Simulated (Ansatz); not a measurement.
**How long must the leads be? bond stretched by 1.0 Å, between Al atomic chains**

Is the current converged in the leads' length?

Main program and level: Ansatz 0.2.0; DFT PBE, plane waves, PAW; current against voltage, self-consistent under bias.

## 1. Starting point

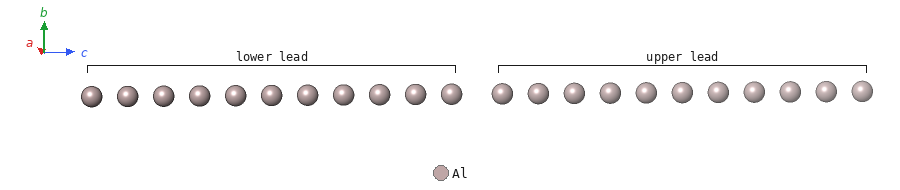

The starting structure, seen nearly along a (aluminium light grey).

The cell holds 22 atoms: 22 Al. Cell: a = 7.000 Å, b = 7.000 Å, c = 65.600 Å, α = 90.0°, β = 90.0°, γ = 90.0°. Electrodes: Al atomic chain; the apex atoms were set 3.400 Å apart. Regions: lower lead, 11 atoms (11 Al); upper lead, 11 atoms (11 Al). Vacuum lies along a, b and c.

## 2. The sweep under bias, lead atoms 11, setting 11 lead atoms, box 7 Å

Vacuum beyond both ends lets the two leads hold different Fermi levels, and the density is solved anew at each bias. Each lead has 11 atoms, since a wire screens slowly.

input.yaml

```yaml
crystal:
  lattice:
    - [7.0, 0.0, 0.0]
    - [0.0, 7.0, 0.0]
    - [0.0, 0.0, 65.6]
  atoms:
    - { symbol: Al, position: [0.5, 0.5, 0.0] }
    - { symbol: Al, position: [0.5, 0.5, 0.036737805] }
    - { symbol: Al, position: [0.5, 0.5, 0.07347561] }
    - { symbol: Al, position: [0.5, 0.5, 0.110213415] }
    - { symbol: Al, position: [0.5, 0.5, 0.14695122] }
    - { symbol: Al, position: [0.5, 0.5, 0.183689024] }
    - { symbol: Al, position: [0.5, 0.5, 0.220426829] }
    - { symbol: Al, position: [0.5, 0.5, 0.257164634] }
    - { symbol: Al, position: [0.5, 0.5, 0.293902439] }
    - { symbol: Al, position: [0.5, 0.5, 0.330640244] }
    - { symbol: Al, position: [0.5, 0.5, 0.367378049] }
    - { symbol: Al, position: [0.5, 0.5, 0.419207317] }
    - { symbol: Al, position: [0.5, 0.5, 0.455945122] }
    - { symbol: Al, position: [0.5, 0.5, 0.492682927] }
    - { symbol: Al, position: [0.5, 0.5, 0.529420732] }
    - { symbol: Al, position: [0.5, 0.5, 0.566158537] }
    - { symbol: Al, position: [0.5, 0.5, 0.602896341] }
    - { symbol: Al, position: [0.5, 0.5, 0.639634146] }
    - { symbol: Al, position: [0.5, 0.5, 0.676371951] }
    - { symbol: Al, position: [0.5, 0.5, 0.713109756] }
    - { symbol: Al, position: [0.5, 0.5, 0.749847561] }
    - { symbol: Al, position: [0.5, 0.5, 0.786585366] }
kpoints:
  mp_grid: { grid: [1, 1, 1] }
scf:
  occupations: { method: fermi_dirac, width: 0.1 }
hamiltonian:
  xc: pbe
output:
  current_voltage:
    leads: [[4, 5], [16, 17]]
    bias: [0.5, 1.0]
    electrode_ends: [10, 11]
    kmesh: [1, 1]
  write_potential: true
  write_density: true
  volumetric_format: npy
basis:
  ecutwfc: "340 eV"
```

The run is started by

```sh
ansatz run input.yaml --threads 8 --pin off --max-ram 16384MiB --backend cpu --events-out ev --progress --plain --runs-dir out
```

Numbers of over 12 decimals in the logs are rounded to 6 here.

The log of the run:

```text
Warning: basis.ecutwfc = 340 eV is below the records' recommended 420 eV, and the density's cutoff is lower with it unless basis.ecutrho_ratio is high enough to keep the records' density cutoff: compare with a run at a higher cutoff
Engine: ansatz 0.2.0, aarch64-unknown-linux-gnu
Pseudopotentials: kind: paw
Pseudopotential: Al, paw, valence charge 3, recommended cutoff 420 eV (normal), Al.paw.azcp
Functional definition: PBE
  parameter kappa = 0.804
  parameter beta = 0.066725
  exchange = pbe_x(kappa = kappa, mu = beta*pi^2/3)
  correlation = pbe_c(beta = beta)
Crystal: 22 atoms, lattice volume = 3214.400 Å³
Basis set: ecut = 340 eV, 45889 PW (Γ)
Bands: 55, of which v1, the nominal top of the filled ones, is band 33 counted from 1 (32 counted from 0)
Symmetry: 16 space group operations
Space group: P4/mmm (ITA 123), of the structure as read, at distance tolerance 1.5e-4 Å
k-points: 1
Non-local potential: Al, projectors of the file, l = 0: 2, l = 1: 2, l = 2: 1
PAW form: soft (Blöchl's): semilocal exchange-correlation on the pseudo side does not see the compensation charge
PAW one-centre angular grid: Al, 110 points (default); XC on 64 Gauss nodes
Initial density: superposition of atomic densities (neutral atoms: chi_scale 0, normalization atom), corrected by the library's trained network
Initial wavefunctions: pseudopotential atomic-orbital guess
Functional: x = pbe(κ = 0.804, μ = 0.219515), c = pbe(β = 0.066725)
SCF iter   1: F=—  HF=-11779.647029 eV  |F-HF|=—  |Δ(HF+E_count)|=         —  Δρ=3.52e-3  dr2=7.41e0  ethr=1.77e-3  ⟨swp⟩=7.0  Hψ=302  notcnv=0
preconditioner: auto → LDOS  [metal: Δε(μ)=0.035 eV  Ē_g=3.955 eV  σ=0.100 eV  W_gap=0.09  n_scr=172 (ndim 8)  ℏωp=5.3 eV  f_vac=0.459  D(μ)=34.13/eV (n_scr^D=164)  β→1.0]
SCF iter   2: F=—  HF=-11779.353498 eV  |F-HF|=—  |Δ(HF+E_count)|=   2.94e-1  Δρ=1.42e-3  dr2=1.35e0  ethr=1.77e-3  ⟨swp⟩=4.0  Hψ=100  notcnv=0
SCF iter   3: F=—  HF=-11779.342972 eV  |F-HF|=—  |Δ(HF+E_count)|=   1.05e-2  Δρ=5.94e-4  dr2=1.42e-1  ethr=1.77e-3  ⟨swp⟩=1.0  Hψ=55  notcnv=0
SCF iter   4: F=—  HF=-11779.341076 eV  |F-HF|=—  |Δ(HF+E_count)|=   1.90e-3  Δρ=3.12e-4  dr2=2.15e-2  ethr=2.15e-4  ⟨swp⟩=1.0  Hψ=55  notcnv=0
SCF iter   5: F=—  HF=-11779.339361 eV  |F-HF|=—  |Δ(HF+E_count)|=   1.72e-3  Δρ=1.21e-4  dr2=2.91e-3  ethr=3.26e-5  ⟨swp⟩=1.0  Hψ=55  notcnv=0
SCF iter   6: F=—  HF=-11779.339237 eV  |F-HF|=—  |Δ(HF+E_count)|=   1.23e-4  Δρ=4.65e-5  dr2=4.85e-4  ethr=4.41e-6  ⟨swp⟩=3.0  Hψ=85  notcnv=0
SCF iter   7: F=—  HF=-11779.339226 eV  |F-HF|=—  |Δ(HF+E_count)|=   1.13e-5  Δρ=2.26e-5  dr2=9.94e-5  ethr=7.35e-7  ⟨swp⟩=1.0  Hψ=55  notcnv=0
SCF iter   8: F=—  HF=-11779.339186 eV  |F-HF|=—  |Δ(HF+E_count)|=   3.96e-5  Δρ=1.08e-5  dr2=1.73e-5  ethr=1.51e-7  ⟨swp⟩=2.0  Hψ=72  notcnv=0
SCF iter   9: F=—  HF=-11779.339185 eV  |F-HF|=—  |Δ(HF+E_count)|=   9.80e-7  Δρ=3.11e-6  dr2=2.46e-6  ethr=2.62e-8  ⟨swp⟩=3.0  Hψ=99  notcnv=0
SCF iter  10: F=—  HF=-11779.339185 eV  |F-HF|=—  |Δ(HF+E_count)|=   4.77e-8  Δρ=1.26e-6  dr2=3.59e-7  ethr=3.73e-9  ⟨swp⟩=1.0  Hψ=55  notcnv=0
SCF iter  11: F=—  HF=-11779.339185 eV  |F-HF|=—  |Δ(HF+E_count)|=   1.05e-8  Δρ=4.33e-7  dr2=1.09e-7  ethr=1.52e-10  ⟨swp⟩=12.0  Hψ=142  notcnv=0
SCF iter  12: F=-11779.339185 eV  HF=-11779.339185 eV  |F-HF|=8.46e-9  |Δ(HF+E_count)|=  8.95e-10  Δρ=2.47e-7  dr2=1.19e-8  ethr=1.52e-10  ⟨swp⟩=2.0  Hψ=61  notcnv=0
SCF 1 converged in 12 iterations: F = -11779.339185 eV  dr2 = 1.19e-8
  greatest PAW one-centre occupation: 0.582 electrons in one spin orbital (limit 2), on the Al atom at site 0 (counted from 0), in its partial waves of l = 0
bias +0 V, iteration  1: dr2 1.80e0 eV, mean Fermi level -2.5455 eV
bias +0 V, iteration  2: dr2 6.85e-1 eV, mean Fermi level -2.5266 eV
bias +0 V, iteration  3: dr2 5.14e-2 eV, mean Fermi level -2.5471 eV
bias +0 V, iteration  4: dr2 2.74e-2 eV, mean Fermi level -2.5441 eV
bias +0 V, iteration  5: dr2 3.19e-3 eV, mean Fermi level -2.5438 eV
bias +0 V, iteration  6: dr2 1.09e-3 eV, mean Fermi level -2.5435 eV
bias +0 V, iteration  7: dr2 8.82e-5 eV, mean Fermi level -2.5437 eV
bias +0 V, iteration  8: dr2 1.46e-4 eV, mean Fermi level -2.5438 eV
bias +0 V, iteration  9: dr2 2.79e-5 eV, mean Fermi level -2.5438 eV
bias +0 V, iteration 10: dr2 1.65e-6 eV, mean Fermi level -2.5437 eV
bias +0 V, iteration 11: dr2 7.97e-8 eV, mean Fermi level -2.5437 eV
bias +0.5 V, iteration  1: dr2 9.67e1 eV, mean Fermi level -2.5348 eV
bias +0.5 V, iteration  2: dr2 7.89e0 eV, mean Fermi level -2.5359 eV
bias +0.5 V, iteration  3: dr2 1.80e0 eV, mean Fermi level -2.5338 eV
bias +0.5 V, iteration  4: dr2 7.85e-2 eV, mean Fermi level -2.5258 eV
bias +0.5 V, iteration  5: dr2 5.57e-2 eV, mean Fermi level -2.5242 eV
bias +0.5 V, iteration  6: dr2 1.45e-2 eV, mean Fermi level -2.5271 eV
bias +0.5 V, iteration  7: dr2 9.75e-4 eV, mean Fermi level -2.5262 eV
bias +0.5 V, iteration  8: dr2 6.08e-4 eV, mean Fermi level -2.5267 eV
bias +0.5 V, iteration  9: dr2 8.99e-5 eV, mean Fermi level -2.5267 eV
bias +0.5 V, iteration 10: dr2 9.73e-6 eV, mean Fermi level -2.5267 eV
bias +0.5 V, iteration 11: dr2 5.11e-6 eV, mean Fermi level -2.5267 eV
bias +0.5 V, iteration 12: dr2 2.88e-6 eV, mean Fermi level -2.5267 eV
bias +0.5 V, iteration 13: dr2 2.43e-6 eV, mean Fermi level -2.5267 eV
bias +0.5 V, iteration 14: dr2 1.77e-6 eV, mean Fermi level -2.5267 eV
bias +0.5 V, iteration 15: dr2 2.07e-7 eV, mean Fermi level -2.5267 eV
bias +0.5 V, iteration 16: dr2 8.41e-8 eV, mean Fermi level -2.5267 eV
bias +1 V, iteration  1: dr2 1.20e1 eV, mean Fermi level -2.4919 eV
bias +1 V, iteration  2: dr2 4.80e0 eV, mean Fermi level -2.5217 eV
bias +1 V, iteration  3: dr2 3.57e-1 eV, mean Fermi level -2.5121 eV
bias +1 V, iteration  4: dr2 3.19e-2 eV, mean Fermi level -2.5165 eV
bias +1 V, iteration  5: dr2 3.00e-2 eV, mean Fermi level -2.5184 eV
bias +1 V, iteration  6: dr2 7.34e-3 eV, mean Fermi level -2.5194 eV
bias +1 V, iteration  7: dr2 1.94e-3 eV, mean Fermi level -2.5204 eV
bias +1 V, iteration  8: dr2 9.11e-4 eV, mean Fermi level -2.5201 eV
bias +1 V, iteration  9: dr2 1.64e-4 eV, mean Fermi level -2.5202 eV
bias +1 V, iteration 10: dr2 4.50e-6 eV, mean Fermi level -2.5201 eV
bias +1 V, iteration 11: dr2 2.95e-6 eV, mean Fermi level -2.5200 eV
bias +1 V, iteration 12: dr2 4.66e-7 eV, mean Fermi level -2.5200 eV
bias +1 V, iteration 13: dr2 7.65e-8 eV, mean Fermi level -2.5200 eV
transmission: 6 of 25 steps passed
transmission: 22 of 25 steps passed
[...]
transmission: 25 of 25 steps passed
WARN: The output density's exchange-correlation potential varies sharply where the density is thin. Do not read a vacuum level from v_tot or v_xc, or from such a field of the output density. On a cell that repeats whose density bears no net charge and no dipole along the vacuum's axis use v_es (v_loc + v_h of the components); under efield.dipole_correction with no amplitude use v_es + v_field, which holds any externa [...]
SCF converged after 12 iterations
Free energy (F): -11779.339185 eV
Harris-Foulkes:  -11779.339185 eV  (|F-HF|=8.46e-9)
Internal energy: -11778.045186 eV  (E = F + TS)
E sigma→0 (E₀):  -11778.692185 eV
Entropy (-TS):   -1.293999 eV (-58.818 meV/atom)
Fermi energy:    -2.573128 eV
--- Per-component energies (eV) ---
  E_band       = -365.786463
  E_kinetic    = 421.623424
  E_local      = -3968.299999  (includes V_loc(G=0)·N_el)
  E_nonlocal   = 252.945595
  E_hartree    = 1779.116530
  E_xc         = -808.640529
  E_vxc        = -546.970953  (∫ρ·V_xc dr)
  E_paw        = -10283.855307  (= ΣΔE_a)
  E_vpaw       = -83.320134  (= ΣTr[D̂ρ^β])
  E_aug_tail   = -0.000125  (compensation charges beyond the density's cutoff)
  E_ewald      = 829.065225
  E_smearing   = -1.293999  (= −TS)
  E_closure    = 0.000000  (closes the sum)
  Σ components = -11779.339185   (vs F -11779.339185, Δ=0.00e0)
--- Band table (eV) ---
  k-point 0: bands = [... 29 lower, -2.7596, -2.7596, -2.6072, -2.6072, -2.5530, -2.5530, -2.4745, -2.3433, ... 18 higher]
--- Current–voltage curve ---
  leads      : [4, 5] from 65.60 to 89.70 and [16, 17] from 93.10 to 117.20 Å, reservoirs outside 80.94 and 101.86
  electrodes : end at 89.70 and 93.10 Å
  density    : 149 bands, filled at a thermal energy of 2.585e-2 eV; current at 300 K
  bias (V)   current (A)   every other point   every other energy   edges, levels   drop (V)   electrons moved   misfit (meV)   iterations
        +0      0.0000e0                   -             0.0000e0        0.0000e0     +0.000            0.00e0          100.3   11
      +0.5     2.3678e-5                   -            2.3678e-5        0.0000e0     +0.304           2.20e-2          125.1   16
        +1     2.6076e-5                   -            2.6075e-5        0.0000e0     +0.807           5.06e-2          121.3   13
  At 0 V the conductance is 8.7380e-5 S, 1.7833e14 S/m².
```

Elapsed: 2.6 min, on 8 threads of Arm Neoverse V2, shared host; peak memory 2.3 GiB.

In the SCF lines HF is the Harris–Foulkes energy and dr2 the Hartree energy of the density residual, in eV; the loop may stop once dr2 is under the threshold and the program's other checks hold. Hψ counts applications of the Hamiltonian.

This step gave:

| Item | Value |
| --- | --- |
| conductance at zero bias | 1.128 G₀ |
| current at the highest bias | 26.08 μA |
| largest misfit of the leads | 125.1 meV |

Cell area 49.000 Å^2. The current through one cell by bias:

```csv
bias (V),current through one cell (μA)
0.000,0
0.500,23.7
1.000,26.1
```

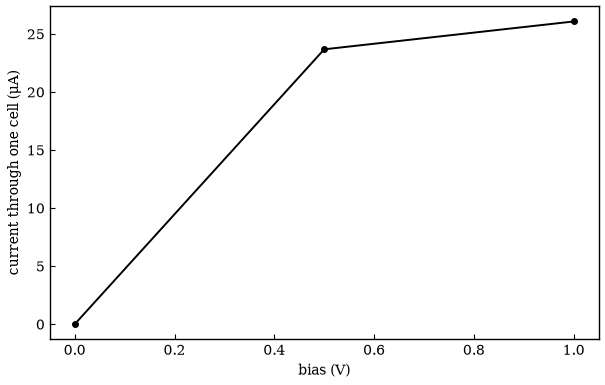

Current through one cell against bias.

Bias 0 V. Table of transmission and channels at 0 V by energy, zero at the mean Fermi level:

```csv
energy (eV),transmission,"channels, lower lead","channels, upper lead"
-0.259,0.407,2,2
-0.233,0.560,2,2
-0.207,0.718,2,2
-0.181,0.862,2,2
-0.155,0.981,2,2
-0.129,1.07,2,2
-0.103,1.13,2,2
-0.078,1.16,2,2
-0.052,1.17,2,2
-0.026,1.16,2,2
0.000,1.14,2,2
0.026,1.12,2,2
0.052,1.08,2,2
0.078,1.05,2,2
0.103,1.01,2,2
0.129,0.976,2,2
0.155,0.941,2,2
0.181,0.909,2,2
0.207,0.878,2,2
0.233,0.850,2,2
0.259,0.825,2,2
```

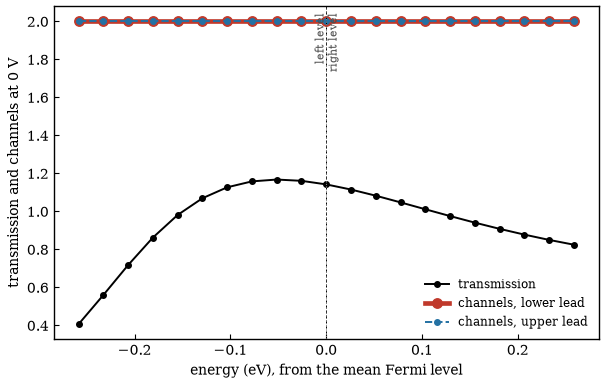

Transmission and channels at 0 V, plotted against energy.

Bias 0.5 V. Table of transmission and channels at 0.5 V by energy, zero at the mean Fermi level:

```csv
energy (eV),transmission,"channels, lower lead","channels, upper lead"
-0.517,0,0,2
-0.439,0,0,2
-0.362,0,0,2
-0.284,0.0496,2,2
-0.207,0.239,2,2
-0.129,0.412,2,2
-0.052,0.587,2,2
0.000,0.693,2,2
0.052,0.777,2,2
0.129,0.842,2,2
0.155,0.848,2,2
0.207,0.843,2,2
0.284,0.810,2,2
0.362,0.770,2,2
0.439,0.735,2,2
0.517,0.710,2,2
```

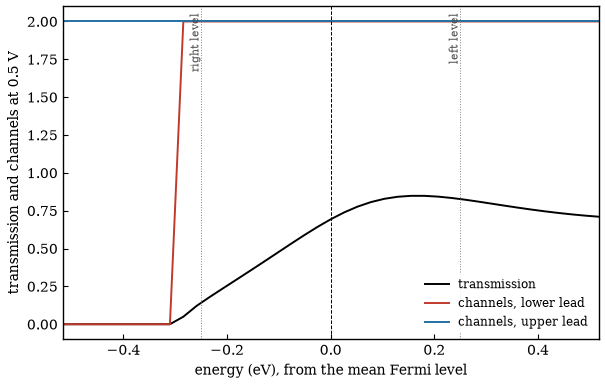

Transmission and channels at 0.5 V against energy.

Bias 1 V. Transmission and channels at 1 V against energy, zero at the mean Fermi level:

```csv
energy (eV),transmission,"channels, lower lead","channels, upper lead"
-0.698,0,0,2
-0.595,0,0,2
-0.491,0,0,2
-0.388,0,0,2
-0.310,0,0,2
-0.207,0,0,2
-0.103,0,0,2
0.000,0.193,2,2
0.103,0.415,2,2
0.207,0.645,2,2
0.310,0.816,2,2
0.388,0.881,2,3
0.465,0.899,2,3
0.491,0.898,2,3
0.595,0.879,2,3
0.698,0.852,2,3
```

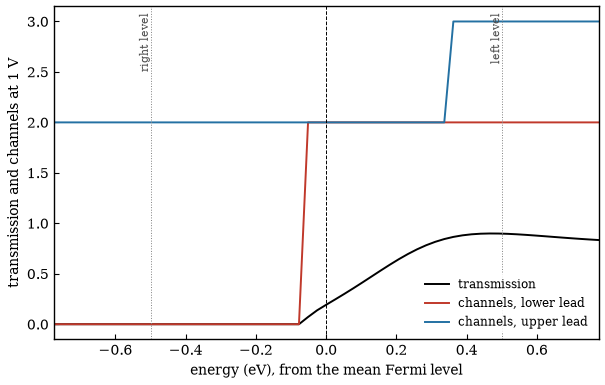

Transmission and channels at 1 V against energy.

The Hartree potential energy less that at 0 V, planar mean (0.5 V) oscillates, so the rows of the table below give means over windows of 5 Å about each position, cut where the curve ends. Its maxima inside the range that stand out by 2 % of the span (Å: eV): 67.7: 0.265, 87.6: 0.171, 99.8: -0.131, 105.6: -0.178. Its minima: 83.8: 0.112, 93.9: -0.270, 103.4: -0.196, 115.1: -0.229.

Table of Hartree potential energy less that at 0 V, planar mean by z; means over each step:

```csv
z (Å),0.5 V (eV),1 V (eV)
60,0.0915,0.177
65,0.235,0.460
70,0.261,0.517
75,0.220,0.474
80,0.164,0.419
85,0.135,0.361
90,0.0628,0.175
95,-0.215,-0.466
100,-0.151,-0.400
105,-0.184,-0.436
110,-0.213,-0.453
115,-0.227,-0.463
120,-0.151,-0.305
```

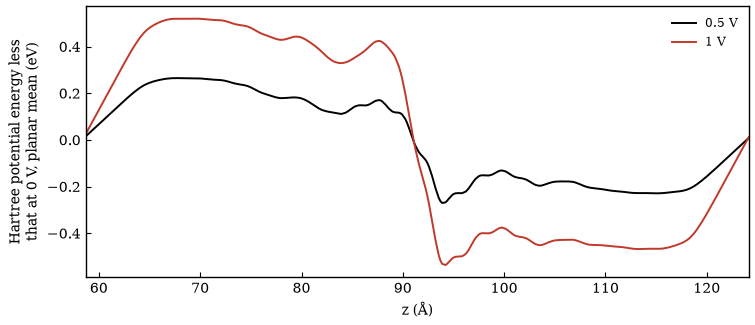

Hartree potential energy less that at 0 V, planar mean against z.

The electron density less that at 0 V, planar mean (0.5 V) oscillates, so the rows of the table below give means over windows of 2.47 Å about each position, cut where the curve ends. Its first 14 maxima inside the range that stand out by 2 % of the span (Å: e/Å³): 64.4: 8.3e-5, 72.3: 7.3e-5, 74.6: 1.1e-4, 76.8: 1.0e-5, 80.1: 1.2e-4, 83.0: 2.5e-5, 85.3: 2.5e-4, 87.8: 5.1e-4, 90.3: 7.5e-4, 92.6: 8.4e-4, 94.9: 4.6e-4, 97.5: 4.2e-4, 99.8: 3.5e-4, 102.1: 1.8e-4. Its first 14 minima: 71.2: -2.7e-5, 73.7: -5.5e-5, 76.0: -7.4e-5, 77.8: -1.0e-4, 82.0: -1.2e-4, 84.3: -2.4e-4, 86.5: -2.6e-4, 88.9: -4.3e-4, 91.2: -5.8e-4, 93.7: -0.00131, 96.2: -4.9e-4, 98.5: -2.4e-4, 100.9: -1.9e-4, 103.4: -2.5e-4.

Electron density less that at 0 V, planar mean against z; means over each step:

```csv
z (Å),0.5 V (e/Å³),1 V (e/Å³)
59.93,-1.5e-7,9.6e-8
62.40,1.5e-5,2.9e-5
64.87,5.6e-5,1.1e-4
67.34,2.2e-5,3.9e-5
69.81,6.7e-6,8.0e-6
72.28,1.3e-5,1.6e-5
74.75,1.9e-5,2.1e-5
77.22,-4.9e-5,-7.0e-5
79.69,7.1e-5,9.2e-5
82.16,-4.4e-5,-3.5e-5
84.63,-1.8e-5,-9.9e-5
87.10,1.1e-4,1.6e-4
89.57,1.6e-4,4.4e-4
92.04,4.2e-5,-4.8e-5
94.51,-3.2e-4,-5.1e-4
96.98,1.1e-5,2.3e-5
99.45,5.4e-5,6.7e-5
101.92,-2.6e-5,-3.4e-5
104.39,-3.3e-5,-4.2e-5
106.86,3.1e-5,2.9e-5
109.33,-1.8e-5,-1.7e-5
111.80,-1.0e-5,-4.8e-6
114.27,-7.8e-6,-1.3e-5
116.74,-2.6e-5,-5.7e-5
119.21,-5.6e-5,-1.1e-4
121.68,-3.0e-6,-5.1e-6
```

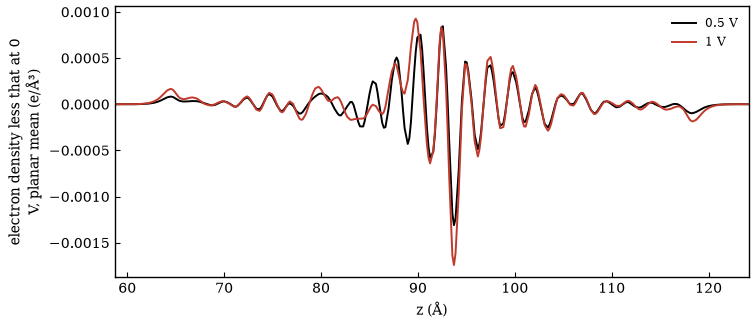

Electron density less that at 0 V, planar mean, plotted against z.

By hand: at 1 V the window reaches from -0.5 to 0.5 eV, and the mean transmission a spin over it is 0.337. With sharp Fermi edges I = G0 × V × T̄ = 77.48 μS × 1 V × 0.337 = 26.1 μA, against 26.1 μA from the program at 300 K.

The zero-bias conductance is 1.13 G₀; current over voltage goes 0.611 at +0.5 V and 0.337 at +1 V in the same unit. The leads' misfit reaches 125 meV.

(Continued in part 2 of 3.)

[Logs are printed without paths, hosts, clocks, repeated set-up lines and the standing remarks that a program may print on its own settings, such as how far it seeks lower states.]

[Hosts, paths, dates, database ids (printed as entryN), source tags and the programs' standing remarks are cut or masked in the printed files.]
